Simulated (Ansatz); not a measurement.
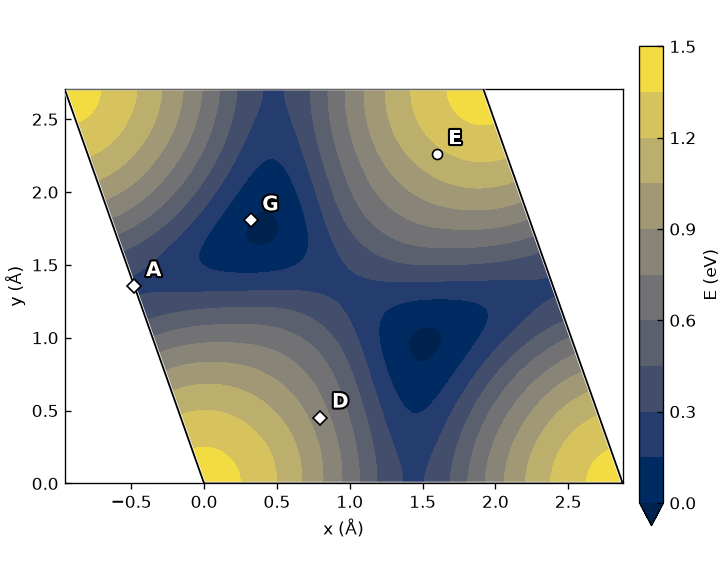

H on a Ta(110) slab cut from the Im-3m phase, its upper half relaxed before the scan (3 atoms of substrate and one adsorbate in a 1 × 1 cell). H is moved over the surface cell; relaxed at each place: the height of the adsorbate's atoms; substrate rigid; the origin of the map has the adsorbate above Ta3. Places are given modulo a cell vector. The map is drawn in real space over the plane of the surface. Grid: 6 × 6 points; 13 points were computed and 23 follow by symmetry. All energies are given in eV relative to the lowest grid point. With one adsorbate in each 1 × 1 cell, its nearest image is 2.9 Å away, so neighbouring adsorbates interact. Level of theory: Ansatz, DFT PBE, scalar-relativistic, plane waves, PAW. Settings: cutoff 420 eV, k-mesh 10×10×1, gaussian smearing 0.1 eV, no spin polarisation.

The picture shows filled contours, the outline of one cell of the plane, lettered points. Between grid points the surface is interpolated.

### What kind of point is each of A, D, E, G: minimum, saddle, maximum or slope?

A: saddle point; D: on a slope; E: on a slope; G: minimum. (In these two coordinates alone; a stationary point may lie a little off the grid point.)

### Rank the lettered points by energy, lowest first.

G (0.00 eV), A (0.28 eV), D (0.82 eV), E (1.16 eV).

PAW datasets: the set soft_1.
